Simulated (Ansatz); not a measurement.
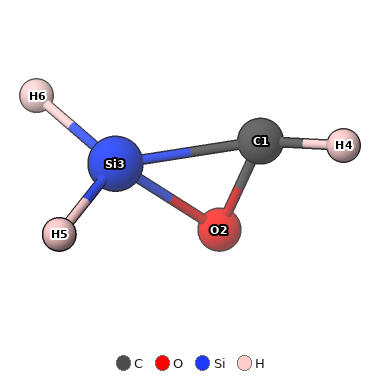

The system is CH3OSi, SMILES [CH]1O[SiH2]1, spin multiplicity 2; the picture shows the reference structure. Coordinates scanned: (1) angle H4–C1–Si3; (2) angle H5–Si3–C1. Nothing is relaxed (all other coordinates rigid). The grid has 9 × 9 points. Points are written as (first, second). All energies are given in eV relative to the relaxed molecule at the same level. Level of theory: Ansatz 0.2.0, UKS PBE0-D4/def2-TZVP.

Its coordinates:

```yaml
atoms:
  - { symbol: C, position_ang: [-0.9301, -0.5903, -0.0689] }
  - { symbol: O, position_ang: [0.3408, -1.1689, 0.0041] }
  - { symbol: Si, position_ang: [0.4094, 0.5261, 0.1673] }
  - { symbol: H, position_ang: [-1.6970, -1.0379, -0.6870] }
  - { symbol: H, position_ang: [1.1388, 1.2119, -0.9204] }
  - { symbol: H, position_ang: [0.7380, 1.0592, 1.5048] }
```

Range: angle H4–C1–Si3 from 106.5 to 179.0°; angle H5–Si3–C1 from 79.8 to 169.8°.

> What will the energy surface look like?

The lowest grid point is at (151.8°, 124.8°), 0.00 eV from the relaxed molecule at the same level. It is the only kind of minimum in the scanned range. The highest grid point, (106.5°, 169.8°), lies 2.25 eV above the lowest.

| angle H5–Si3–C1 ↓, angle H4–C1–Si3 → | 106.5 | 115.6 | 124.6 | 133.7 | 142.7 | 151.8 | 160.9 | 169.9 | 179.0 |
| --- | --- | --- | --- | --- | --- | --- | --- | --- | --- |
| 169.8 | 2.25 | 1.98 | 1.80 | 1.69 | 1.64 | 1.63 | 1.65 | 1.70 | 1.76 |
| 158.6 | 1.53 | 1.27 | 1.09 | 0.97 | 0.92 | 0.90 | 0.92 | 0.96 | 1.02 |
| 147.3 | 1.02 | 0.76 | 0.58 | 0.47 | 0.41 | 0.39 | 0.41 | 0.44 | 0.49 |
| 136.1 | 0.70 | 0.45 | 0.28 | 0.17 | 0.11 | 0.10 | 0.11 | 0.14 | 0.18 |
| 124.8 | 0.58 | 0.34 | 0.17 | 0.07 | 0.01 | 0.00 | 0.01 | 0.04 | 0.07 |
| 113.6 | 0.64 | 0.40 | 0.25 | 0.15 | 0.10 | 0.09 | 0.11 | 0.13 | 0.15 |
| 102.3 | 0.88 | 0.66 | 0.51 | 0.42 | 0.38 | 0.38 | 0.39 | 0.41 | 0.43 |
| 91.1 | 1.31 | 1.09 | 0.95 | 0.87 | 0.84 | 0.84 | 0.86 | 0.88 | 0.89 |
| 79.8 | 1.95 | 1.73 | 1.59 | 1.51 | 1.48 | 1.48 | 1.50 | 1.51 | 1.52 |

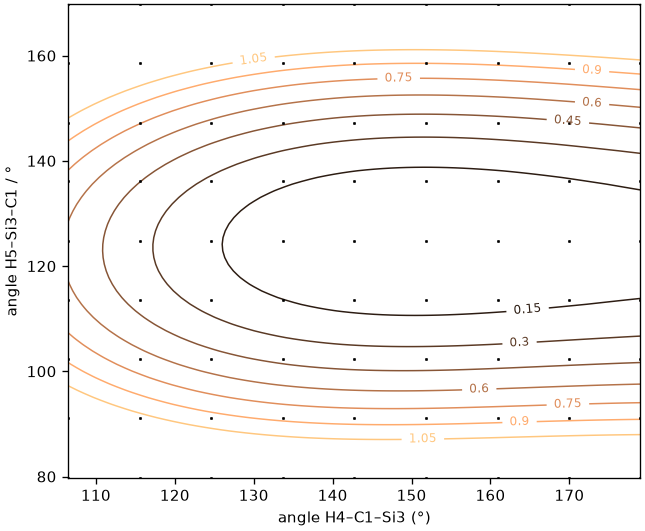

The picture shows contour lines labelled in eV (none above 1.05), dots at the grid points. Between grid points the surface is interpolated.

Time for the 81 points that were run: 7.9 min on 1 thread of Intel(R) Xeon(R) Platinum 8259CL CPU @ 2.50GHz (Skylake/Cascade Lake), with other jobs on the host.
